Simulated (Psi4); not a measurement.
## Geometry relaxation, with input and output: MgCl2

MgCl2, computed with B3LYP/6-31G*, RKS (Psi4 1.11).

The geometry comes from this level: GFN2-xTB.

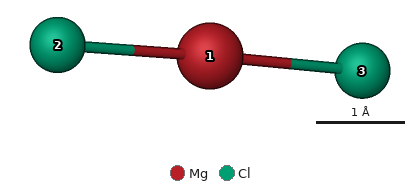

Fig. 1: The input geometry (ball-and-stick view, seen at a tilt; atoms are numbered from 1 in the order of the input). Sticks mark near contacts. Bond lengths as drawn: Cl–Mg 2.12 Å.

The input (run_ase.py)
```python
import numpy as np
from ase.calculators.psi4 import Psi4
from ase import Atoms
from ase.optimize import BFGS

atoms = Atoms(['Mg', 'Cl', 'Cl'], positions=[
    [-0.012090, -0.006970, -0.000690],
    [-0.010090, -0.016320, 2.119970],
    [0.022170, 0.023290, -2.119290],
])
calc = Psi4(atoms=atoms, method='b3lyp', basis='6-31G*', memory='1600MB', num_threads=1, charge=0, multiplicity=1, label='psi4-calc')
atoms.calc = calc

opt = BFGS(atoms)
done = opt.run(fmax=0.02, steps=40)
print('converged:', done)
for s, p in zip(atoms.symbols, atoms.positions):
    print(f'{s:2s} {p[0]:12.6f} {p[1]:12.6f} {p[2]:12.6f}')
```

Run on 1 thread of AMD EPYC (Zen 3), 64 GiB of memory available, shared host.

Run as:
```bash
python run_ase.py
```

Log
```
gradient() will perform analytic gradient computation.

   => Loading Basis Set <=

    Name: 6-31G*
    Role: ORBITAL
    Keyword: BASIS

         ---------------------------------------------------------
                                   SCF
                              RKS Reference
                        1 Threads,   1525 MiB Core
         ---------------------------------------------------------

  ==> Geometry <==

    Molecular point group: c1
    Full point group: C1

    Geometry (in Angstrom), charge = 0, multiplicity = 1:

       Center              X                  Y                   Z               Mass
    ------------   -----------------  -----------------  -----------------  -----------------
         MG          -0.013267093213    -0.007654437537    -0.000002127531    23.985041697000
         CL          -0.012135630517    -0.017860100427     2.192240993856    34.968852682000
         CL           0.021235493953     0.023110258479    -2.192239534588    34.968852682000

  Running in c1 symmetry.

  Rotational constants: A =   2231.05817  B =      0.05015  C =      0.05015 [cm^-1]
  Rotational constants: A = 66885441.40563  B =   1503.37195  C =   1503.33816 [MHz]
  Nuclear repulsion =  133.352025744464100

  Charge       = 0
  Multiplicity = 1
  Electrons    = 46
  Nalpha       = 23
  Nbeta        = 23

  ==> Algorithm <==

  SCF Algorithm Type is DF.
  DIIS enabled.
  MOM disabled.
  Fractional occupation disabled.
  Guess Type is SAD.
  Energy threshold   = 1.00e-08
  Density threshold  = 1.00e-08
  Integral threshold = 1.00e-12

  ==> Primary Basis <==

  Basis Set: 6-31G*
    Blend: 6-31G*
    Number of shells: 24
    Number of basis functions: 57
    Number of Cartesian functions: 57
    Spherical Harmonics?: false
    Max angular momentum: 2

  ==> DFT Potential <==

   => LibXC <=

    Version 7.1.2

   => Composite Functional: B3LYP <=

    B3LYP Hyb-GGA Exchange-Correlation Functional

    Deriv               =              1
    GGA                 =           TRUE
    Meta                =          FALSE

    Exchange Hybrid     =           TRUE
    MP2 Hybrid          =          FALSE

   => Exchange Functionals <=

    0.0800   Slater exchange
    0.7200         Becke 88

   => Exact (HF) Exchange <=

    0.2000               HF

   => Correlation Functionals <=

    0.1900   Vosko, Wilk & Nusair (VWN5_RPA)
    0.8100   Lee, Yang & Parr

   => LibXC Density Thresholds  <==

    XC_HYB_GGA_XC_B3LYP:  1.00E-15

   => Molecular Quadrature <=

    Radial Scheme          =       TREUTLER
    Pruning Scheme         =           NONE
    Nuclear Scheme         =       TREUTLER

    Blocking Scheme        =         OCTREE
    BS radius alpha        =              1
    Pruning alpha          =              1
    Radial Points          =             75
    Spherical Points       =            302
    Total Points           =          64490
    Total Blocks           =            601
    Max Points             =            254
    Max Functions          =             55
    Weights Tolerance      =       1.00E-15

   => Loading Basis Set <=

    Name: (6-31G* AUX)
    Role: JKFIT
    Keyword: DF_BASIS_SCF

  ==> Integral Setup <==

  DFHelper Memory: AOs need 0.011 GiB; user supplied 1.040 GiB.
  SCF_SUBTYPE=INCORE selected. In-core MEM_DF algorithm will be used.
  Using in-core AOs.

  ==> MemDFJK: Density-Fitted J/K Matrices <==

    J tasked:                   Yes
    K tasked:                   Yes
    wK tasked:                   No
    Memory [MiB]:              1064
    Algorithm:                 Core
    Schwarz Cutoff:           1E-12
    Mask sparsity (%):       6.2173
    Fitting Condition:        1E-10

   => Auxiliary Basis Set <=

  Basis Set: (6-31G* AUX)
    Blend: CC-PVDZ-JKFIT + DEF2-UNIVERSAL-JKFIT
    Number of shells: 106
    Number of basis functions: 397
    Number of Cartesian functions: 397
    Spherical Harmonics?: false
    Max angular momentum: 4

  Cached 100.0% of DFT collocation blocks in 0.078 [GiB].

  Minimum eigenvalue in the overlap matrix is 1.9368026808E-02.
  Reciprocal condition number of the overlap matrix is 3.7626358568E-03.
    Using symmetric orthogonalization.

  ==> Pre-Iterations <==

  SCF Guess: Superposition of Atomic Densities via on-the-fly atomic UHF (no occupation information).

   -------------------------
    Irrep   Nso     Nmo
   -------------------------
     A         57      57
   -------------------------
    Total      57      57
   -------------------------

  ==> Iterations <==

                           Total Energy        Delta E     RMS |[F,P]|

   @DF-RKS iter SAD: -1120.21462629914004   -1.12021e+03   0.00000e+00
   @DF-RKS iter   1: -1120.52581120387026   -3.11185e-01   7.16618e-03 DIIS/ADIIS
   @DF-RKS iter   2: -1120.48369836205120    4.21128e-02   8.66344e-03 DIIS/ADIIS
   @DF-RKS iter   3: -1120.62922918021718   -1.45531e-01   8.17373e-04 DIIS/ADIIS
   @DF-RKS iter   4: -1120.63062823096266   -1.39905e-03   1.28136e-04 DIIS/ADIIS
   @DF-RKS iter   5: -1120.63065740183424   -2.91709e-05   1.65659e-05 DIIS
   @DF-RKS iter   6: -1120.63065801466723   -6.12833e-07   1.10958e-06 DIIS
   @DF-RKS iter   7: -1120.63065801731500   -2.64777e-09   1.22986e-07 DIIS
   @DF-RKS iter   8: -1120.63065801733433   -1.93268e-11   8.26254e-08 DIIS
   @DF-RKS iter   9: -1120.63065801734820   -1.38698e-11   4.14417e-09 DIIS
  Energy and wave function converged.

  ==> Post-Iterations <==

   Electrons on quadrature grid:
      Ntotal   =   46.0000030372 ; deviation = 3.037e-06

    Orbital Energies [Eh]
    ---------------------

    Doubly Occupied:

       1A   -101.519987     2A   -101.519960     3A    -46.897457
       4A     -9.437455     5A     -9.437412     6A     -7.196973
       7A     -7.196904     8A     -7.193733     9A     -7.193733
      10A     -7.193693    11A     -7.193693    12A     -3.182721
      13A     -1.928357    14A     -1.928357    15A     -1.924241
      16A     -0.790460    17A     -0.786731    18A     -0.374546
      19A     -0.348004    20A     -0.320597    21A     -0.320597
      22A     -0.316346    23A     -0.316345

    Virtual:

      24A     -0.078643    25A     -0.018790    26A     -0.018751
      27A      0.049301    28A      0.107758    29A      0.133519
      30A      0.133541    31A      0.250086    32A      0.250086
      33A      0.265219    34A      0.267614    35A      0.269357
      36A      0.313090    37A      0.461945    38A      0.461986
      39A      0.467032    40A      0.483654    41A      0.530186
      42A      0.530239    43A      0.647930    44A      0.665534
      45A      0.873030    46A      0.886228    47A      0.886239
      48A      0.895885    49A      0.895895    50A      0.902961
      51A      0.903169    52A      1.032045    53A      1.032110
      54A      1.181381    55A      1.355622    56A      4.250637
      57A      4.297394

    Final Occupation by Irrep:
              A
    DOCC [    23 ]
    NA   [    23 ]
    NB   [    23 ]

  @DF-RKS Final Energy: -1120.63065801734820

   => Energetics <=

    Nuclear Repulsion Energy =            133.3520257444641004
    One-Electron Energy =               -1817.0412910582110726
    Two-Electron Energy =                 621.9457403837762968
    DFT Exchange-Correlation Energy =     -58.8871330873773857
    Empirical Dispersion Energy =           0.0000000000000000
    VV10 Nonlocal Energy =                  0.0000000000000000
    Total Energy =                      -1120.6306580173479688

Computation Completed

Properties will be evaluated at   0.000000,   0.000000,   0.000000 [a0]

Properties computed using the SCF density matrix

 Multipole Moments:

 ------------------------------------------------------------------------------------
     Multipole            Electronic (a.u.)      Nuclear  (a.u.)        Total (a.u.)
 ------------------------------------------------------------------------------------

 L = 1.  Multiply by 2.5417464519 to convert [e a0] to [Debye]
 Dipole X            :         -0.0259674           -0.0085178           -0.0344852
 Dipole Y            :         -0.0149833           -0.0049144           -0.0198976
 Dipole Z            :          0.0002754           -0.0000014            0.0002740
 Magnitude           :                                                    0.0398148

 ------------------------------------------------------------------------------------

	total time  =          1 seconds =       0.02 minutes

         ------------------------------------------------------------
                                   SCF GRAD
         ------------------------------------------------------------

  ==> Geometry <==

    Molecular point group: c1
    Full point group: C1

    Geometry (in Angstrom), charge = 0, multiplicity = 1:

       Center              X                  Y                   Z               Mass
    ------------   -----------------  -----------------  -----------------  -----------------
         MG          -0.013267093213    -0.007654437537    -0.000002127531    23.985041697000
         CL          -0.012135630517    -0.017860100427     2.192240993856    34.968852682000
         CL           0.021235493953     0.023110258479    -2.192239534588    34.968852682000

  Nuclear repulsion =  133.352025744464100

  ==> Basis Set <==

  Basis Set: 6-31G*
    Blend: 6-31G*
    Number of shells: 24
    Number of basis functions: 57
    Number of Cartesian functions: 57
    Spherical Harmonics?: false
    Max angular momentum: 2

  ==> DFJKGrad: Density-Fitted SCF Gradients <==

    Gradient:                    1
    J tasked:                  Yes
    K tasked:                  Yes
    wK tasked:                  No
    Integrals threads:           1
    Memory [MiB]:             1144
    Schwarz Cutoff:          1E-12
    Fitting Condition:       1E-10

   => Auxiliary Basis Set <=

  Basis Set: (6-31G* AUX)
    Blend: CC-PVDZ-JKFIT + DEF2-UNIVERSAL-JKFIT
    Number of shells: 106
    Number of basis functions: 397
    Number of Cartesian functions: 397
    Spherical Harmonics?: false
    Max angular momentum: 4

  ==> DFT Potential <==

   => LibXC <=

    Version 7.1.2

   => Composite Functional: B3LYP <=

    B3LYP Hyb-GGA Exchange-Correlation Functional

    Deriv               =              1
    GGA                 =           TRUE
    Meta                =          FALSE

    Exchange Hybrid     =           TRUE
    MP2 Hybrid          =          FALSE

   => Exchange Functionals <=

    0.0800   Slater exchange
    0.7200         Becke 88

   => Exact (HF) Exchange <=

    0.2000               HF

   => Correlation Functionals <=

    0.1900   Vosko, Wilk & Nusair (VWN5_RPA)
    0.8100   Lee, Yang & Parr

   => LibXC Density Thresholds  <==

    XC_HYB_GGA_XC_B3LYP:  1.00E-15

   => Molecular Quadrature <=

    Radial Scheme          =       TREUTLER
    Pruning Scheme         =           NONE
    Nuclear Scheme         =       TREUTLER

    Blocking Scheme        =         OCTREE
    BS radius alpha        =              1
    Pruning alpha          =              1
    Radial Points          =             75
    Spherical Points       =            302
    Total Points           =          64490
    Total Blocks           =            601
    Max Points             =            254
    Max Functions          =             55
    Weights Tolerance      =       1.00E-15

  -Total Gradient:
     Atom            X                  Y                   Z
    ------   -----------------  -----------------  -----------------
       1       -0.000276498065    -0.000160050332     0.000105952959
       2        0.000124446660     0.000073122547    -0.000267112885
       3        0.000122048024     0.000069617288     0.000161169712

	total time  =          1 seconds =       0.02 minutes
```

Standard output
```
Step     Time          Energy          fmax
BFGS:    0 18:30:56   -30493.837340        1.107380
BFGS:    1 18:30:58   -30493.867391        0.837600
BFGS:    2 18:31:00   -30493.912703        0.106567
BFGS:    3 18:31:02   -30493.913426        0.017308
converged: True
Mg    -0.011829    -0.006823    -0.000005
Cl    -0.010697    -0.017028     2.192238
Cl     0.022674     0.023942    -2.192242
```

Trajectory as extended XYZ (Å, eV, eV/Å), 4 frames, from step=0 to step=3
```
3
Properties=species:S:1:pos:R:3:forces:R:3 step=0 energy=-30493.83759
Mg   -0.0121   -0.0070   -0.0007   -0.0031  -0.0019   0.0261
Cl   -0.0101   -0.0163    2.1200   -0.0061  -0.0089   1.0811
Cl    0.0222    0.0233   -2.1193    0.0108   0.0117  -1.1073
3
Properties=species:S:1:pos:R:3:forces:R:3 step=1 energy=-30493.86764
Mg   -0.0121   -0.0070   -0.0003    0.0014   0.0008   0.0072
Cl   -0.0102   -0.0165    2.1355   -0.0063  -0.0077   0.8303
Cl    0.0223    0.0234   -2.1351    0.0065   0.0079  -0.8375
3
Properties=species:S:1:pos:R:3:forces:R:3 step=2 energy=-30493.91295
Mg   -0.0121   -0.0070    0.0002    0.0131   0.0076  -0.0104
Cl   -0.0106   -0.0169    2.1854   -0.0065  -0.0043   0.1063
Cl    0.0227    0.0239   -2.1853   -0.0050  -0.0024  -0.0959
3
Properties=species:S:1:pos:R:3:forces:R:3 step=3 energy=-30493.91367
Mg   -0.0119   -0.0068    0.0001    0.0142   0.0082  -0.0054
Cl   -0.0107   -0.0170    2.1923   -0.0064  -0.0038   0.0137
Cl    0.0226    0.0239   -2.1922   -0.0063  -0.0036  -0.0083
```

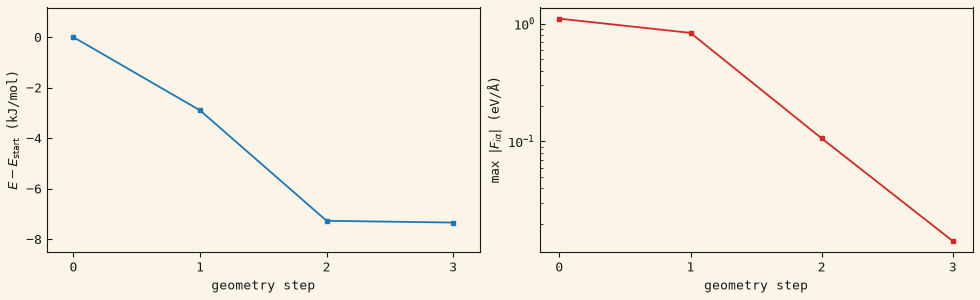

Fig. 2: Progress of the relaxation, step by step (steps are counted from 0).

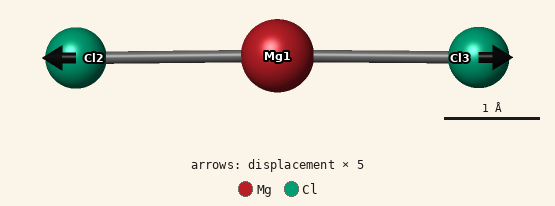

Fig. 3: The starting structure with the displacements as black arrows, magnified 5 times (ball-and-stick view, seen on its broad side). The two geometries are laid on each other by the best rigid fit. After 3 geometry steps the energy has fallen by 7.34 kJ/mol. The largest force component goes from 1.1 to 0.014 eV/Å. The atom that moves furthest after the best rigid fit is Cl3 (0.073 Å). By element the largest moves are Cl 0.073 Å, Mg 0.001 Å. Among the contacts that change: Mg1–Cl2 2.121 → 2.192 Å. (Atoms are counted from 1 in the order of the input.)

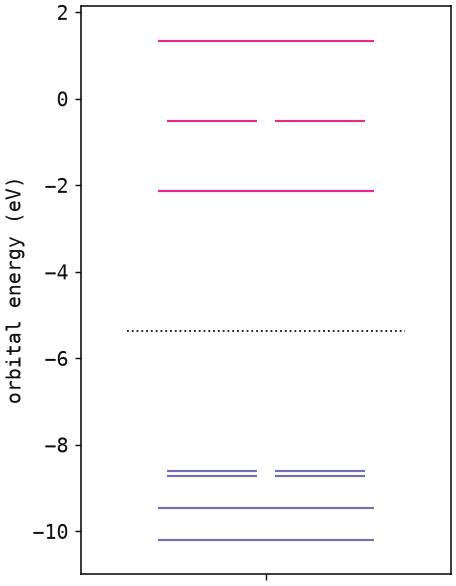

Fig. 4: Orbital energies near the frontier; the dotted line parts filled from empty levels, and levels within 0.02 eV of each other stand side by side. Highest filled −8.61 eV, lowest empty −2.14 eV, 6.47 eV apart.

Summary

| quantity | value |
| --- | --- |
| outcome | converged |
| total energy | −1120.630658 hartree |
| basis functions | 57 |
| HOMO | −8.61 eV |
| LUMO | −2.14 eV |
| dipole moment | 0.10 D |
| wall time | 9.3 s |
| peak memory | 0.34 GiB |
